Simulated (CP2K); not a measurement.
**GFN1-xTB run of C6H12Cl4Si4 (SMILES Cl[Si@]12C[Si@]3(Cl)C[Si@](Cl)(C1)C[Si@](Cl)(C2)C3)**

What is the energy difference between two shapes of C6H12Cl4Si4 at GFN1-xTB? 

The calculation is run with CP2K 2026.2.

3 further runs of the same task are left out: 2 that didn't finish, 1 set aside as unsound or not needed.

### 1 The system as given

The species is C6H12Cl4Si4 (26 atoms), meant as a singlet with charge 0. As SMILES, `Cl[Si@]12C[Si@]3(Cl)C[Si@](Cl)(C1)C[Si@](Cl)(C2)C3`. Geometry: relaxed at GFN2-xTB. This is one conformer, not always the lowest.

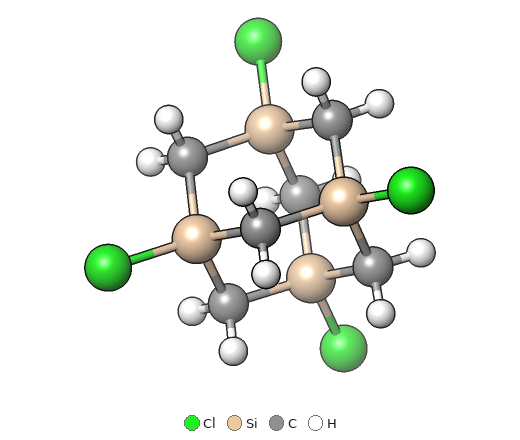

Viewed from a chosen angle; chlorine green, silicon light orange, carbon grey, hydrogen white.

### 2 The energy at GFN1-xTB

Contents of job.inp:

```
&GLOBAL
  PROJECT job
  RUN_TYPE ENERGY
  PRINT_LEVEL MEDIUM
&END
&FORCE_EVAL
  METHOD Quickstep
  &DFT
    CHARGE 0
    MULTIPLICITY 1
    &QS
      METHOD XTB
      EPS_DEFAULT 1.0E-10
      &XTB
        GFN_TYPE 1
        CHECK_ATOMIC_CHARGES F
      &END
    &END
    &POISSON
      PERIODIC NONE
      POISSON_SOLVER ANALYTIC
    &END
    &SCF
      SCF_GUESS ATOMIC
      EPS_SCF 1.0E-06
      MAX_SCF 100
      ADDED_MOS 8
      &DIAGONALIZATION
        ALGORITHM STANDARD
      &END
      &MIXING
        METHOD BROYDEN_MIXING
        ALPHA 0.2
        NBUFFER 8
      &END
    &END
    &PRINT
      &MOMENTS
        PERIODIC F
        REFERENCE COM
        MAX_MOMENT 1
      &END
      &MO ON
        ENERGIES T
        OCCUPATION_NUMBERS T
        NDIGITS 6
        &EACH
          QS_SCF 0
        &END
        ADD_LAST NUMERIC
      &END
      &HIRSHFELD OFF
      &END
    &END
  &END
  &SUBSYS
    &CELL
      ABC [angstrom] 22.3 22.3 22.4
      PERIODIC NONE
    &END
    &COORD
      UNIT bohr
      Cl    -7.4801974     0.1971929     0.0176311
      Si    -3.6328473     0.0952611     0.0080502
      C     -2.3010250     3.2503478    -1.0846272
      Si     1.2935553     3.2097754    -1.1088913
      Cl     2.6630021     6.6092037    -2.2845466
      C      2.3941696     0.5895757    -3.3103277
      Si     1.1381065    -2.6099574    -2.2577314
      Cl     2.3423722    -5.3748724    -4.6492365
      C     -2.4539606    -2.4735192    -2.2133228
      C      2.3019510    -3.2504234     1.0826808
      Si     1.2005619    -0.6950791     3.3588559
      Cl     2.4728389    -1.4310518     6.9158685
      C     -2.3923366    -0.5911252     3.3117072
      C      2.4517496     2.4748231     2.2138897
      H     -3.0082739     3.6943201    -2.9645268
      H     -2.9751281     4.7576501     0.1420129
      H      1.7775520     0.9857756    -5.2323304
      H      4.4498137     0.5470568    -3.3744650
      H     -3.1649133    -2.1350504    -4.1136881
      H     -3.2160871    -4.2968026    -1.6421909
      H      4.3558943    -3.3631645     1.0986112
      H      1.6308714    -5.0885033     1.7170807
      H     -3.0687640     0.8401911     4.6250858
      H     -3.1523466    -2.3795053     3.9864528
      H      1.8650463     3.9650989     3.5046483
      H      4.5084141     2.4728200     2.2533283
    &END
    &TOPOLOGY
      &CENTER_COORDINATES
      &END
    &END
  &END
&END
```

Started as:

```console
$ OMP_NUM_THREADS=1 cp2k.psmp -i job.inp > job.out 2>&1
```

Log:

```text
CP2K| version string:                                       CP2K version 2026.2
[...]
 GLOBAL| Method name                                                        CP2K
[...]
 GLOBAL| Run type                                                         ENERGY
[...]
                             - Atoms:                                         26
[...]
                             - Spherical basis functions:                    120
[...]
 Number of electrons:                                                         80
[...]
     1 NoMix/Diag. 0.20E+00    0.0     0.15889318       -43.8543930342 -4.39E+01
[...]
    42 Broy./Diag. 0.20E+00    0.0     0.00000027       -43.8818699505  5.08E-07
  *** SCF run converged in    42 steps ***
[...]
 TB_DIPOLE| Moment [Debye]         -0.00076669       0.00013405       0.00127894
 TB_DIPOLE| Derivative [a.u.]       0.00000000       0.00000000       0.00000000
[...]
 ENERGY| Total FORCE_EVAL ( QS ) energy [hartree]            -43.881869950461109
[...]
```

It took 0.5 s on 1 thread of Arm Neoverse V1, shared host.

### 3 The distorted shape at the same level

Contents of mol.inp:

```
&GLOBAL
   PROJECT_NAME mol
   RUN_TYPE ENERGY
   PRINT_LEVEL MEDIUM
&END GLOBAL

&FORCE_EVAL
   METHOD Quickstep
   &DFT
      CHARGE 0
      MULTIPLICITY 1
      &QS
         METHOD XTB
         EPS_DEFAULT 1.0E-10
         &XTB
            GFN_TYPE 1
            CHECK_ATOMIC_CHARGES F
         &END XTB
      &END QS
      &POISSON
         PERIODIC NONE
         POISSON_SOLVER ANALYTIC
      &END POISSON
      &SCF
         SCF_GUESS ATOMIC
         EPS_SCF 1.0E-06
         MAX_SCF 100
         ADDED_MOS 8
         &DIAGONALIZATION
            ALGORITHM STANDARD
         &END DIAGONALIZATION
         &MIXING
            METHOD BROYDEN_MIXING
            ALPHA 0.2
            NBUFFER 8
         &END MIXING
      &END SCF
      &PRINT
         &MOMENTS
            PERIODIC F
            REFERENCE COM
            MAX_MOMENT 1
         &END MOMENTS
         &MO ON
            ENERGIES T
            OCCUPATION_NUMBERS T
            NDIGITS 6
            &EACH
               QS_SCF 0
            &END EACH
            ADD_LAST NUMERIC
         &END MO
         &HIRSHFELD OFF
         &END HIRSHFELD
      &END PRINT
   &END DFT
   &SUBSYS
      &CELL
         ABC [angstrom] 22.4 22.2 22.4
         PERIODIC NONE
      &END CELL
      &COORD
         UNIT bohr
         Cl    -7.5312106     0.1937461    -0.0286010
         Si    -3.6838869    -0.1167624     0.0884713
         C     -2.2648009     3.3196157    -1.1039119
         Si     1.3850294     3.1520594    -1.1744818
         Cl     2.5781987     6.6578226    -2.2442973
         C      2.3888330     0.5508419    -3.1013845
         Si     1.1668492    -2.4209981    -2.5289865
         Cl     2.6093187    -5.1229209    -4.7838152
         C     -2.4448105    -2.4269526    -2.2138916
         C      2.4783399    -3.2318304     1.1240091
         Si     1.3432910    -0.9236736     3.6946413
         Cl     2.4954514    -1.6205649     6.7505496
         C     -2.3658029    -0.2102736     3.1592045
         C      2.3874309     2.0303917     1.9848417
         H     -3.0445907     3.7658765    -3.0409870
         H     -2.9851172     4.5186715     0.1056848
         H      1.9190471     1.3267975    -5.4031560
         H      4.5905303     0.4822203    -3.6092465
         H     -3.0491959    -2.1165424    -4.2158826
         H     -2.9681267    -4.6130256    -1.4636571
         H      4.2372554    -3.4246448     1.0228672
         H      1.7195374    -4.9728993     1.8562647
         H     -3.3262959     0.9787137     4.6910958
         H     -3.0725662    -2.2887267     4.0042541
         H      1.8203051     3.9021219     3.3202526
         H      4.4796128     2.5163253     2.3187317
      &END COORD
      &TOPOLOGY
         &CENTER_COORDINATES
         &END CENTER_COORDINATES
      &END TOPOLOGY
   &END SUBSYS
&END FORCE_EVAL
```

Started as:

```console
$ OMP_NUM_THREADS=1 cp2k.psmp -i mol.inp > mol.out 2>&1
```

Log:

```text
CP2K| version string:                                       CP2K version 2026.2
[...]
 GLOBAL| Method name                                                        CP2K
[...]
 GLOBAL| Run type                                                         ENERGY
[...]
                             - Atoms:                                         26
[...]
                             - Spherical basis functions:                    120
[...]
 Number of electrons:                                                         80
[...]
     1 NoMix/Diag. 0.20E+00    0.0     0.20849709       -43.6458510862 -4.36E+01
[...]
    48 Broy./Diag. 0.20E+00    0.0     0.00000014       -43.6878898249  3.61E-08
  *** SCF run converged in    48 steps ***
[...]
 TB_DIPOLE| Moment [Debye]          1.27979262      -1.31770842       1.86643331
 TB_DIPOLE| Derivative [a.u.]       0.00000000       0.00000000       0.00000000
[...]
 ENERGY| Total FORCE_EVAL ( QS ) energy [hartree]            -43.687889824880656
[...]
```

Wall time 0.52 s (1 thread of Arm Neoverse V1, shared host).

### 4 Summary of results

Level: GFN1-xTB.

```
                                                  quantity          value
                                 first shape: total energy   -43.88187 Eh
    first shape: dipole moment (from atomic charges alone)         0.00 D
                                  first shape: HOMO energy      -11.06 eV
                                  first shape: LUMO energy       -4.98 eV
                                first shape: HOMO–LUMO gap        6.08 eV
                            first shape: dispersion energy  -64.51 kJ/mol
                             distorted shape: total energy   -43.68789 Eh
distorted shape: dipole moment (from atomic charges alone)         2.62 D
                              distorted shape: HOMO energy      -10.47 eV
                              distorted shape: LUMO energy       -4.74 eV
                            distorted shape: HOMO–LUMO gap        5.74 eV
                        distorted shape: dispersion energy  -64.61 kJ/mol
                    energy change with the atoms displaced       5.278 eV
```

**Reading.** With the atoms displaced the energy rises by 5.28 eV (509 kJ/mol). The first shape isn't relaxed at this level, so the change isn't measured from a minimum. The dipole (distorted shape) comes from point charges on the atoms alone, without atomic dipoles, so it is partial.
